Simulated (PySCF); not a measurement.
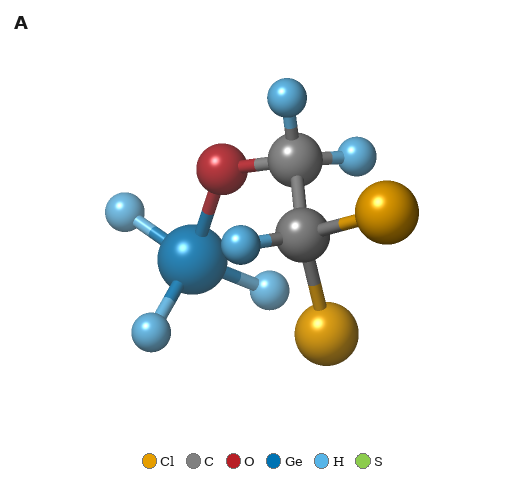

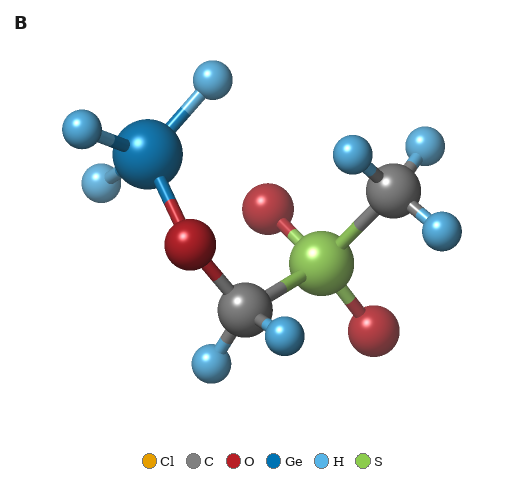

Two related species, optimised with GFN2-xTB; properties computed with PySCF 2.14.0. Both: charge 0, singlet.

What are A and B?

Answer. A is C2H6Cl2GeO, B is C2H8GeO3S.

Compare them. With ωB97X-D/def2-SVPD: dipole moment (D), HOMO–LUMO gap (eV), HOMO energy (Kohn–Sham orbital) (eV), lowest vertical singlet excitation (eV), mean static polarisability (bohr³). With GFN2-xTB: mean Ge–H length (Å), mean Ge–O length (Å).

```csv
quantity,A,B
dipole moment (D),0.75,2.95
HOMO–LUMO gap (eV),11.45,11.66
HOMO energy (Kohn–Sham orbital) (eV),−10.08,−9.99
lowest vertical singlet excitation (eV),6.95,7.24
mean static polarisability (bohr³),84.3,82.7
mean Ge–H length (Å),1.497,1.500
mean Ge–O length (Å),1.773,1.808
```

Each is one conformer, and no frequency run is at hand to confirm it as a minimum.

The geometry is semi-empirical. Around Ge such bond lengths and angles can be off by a tenth of an ångström or more and by several degrees, and values that hang on the shape move with them.
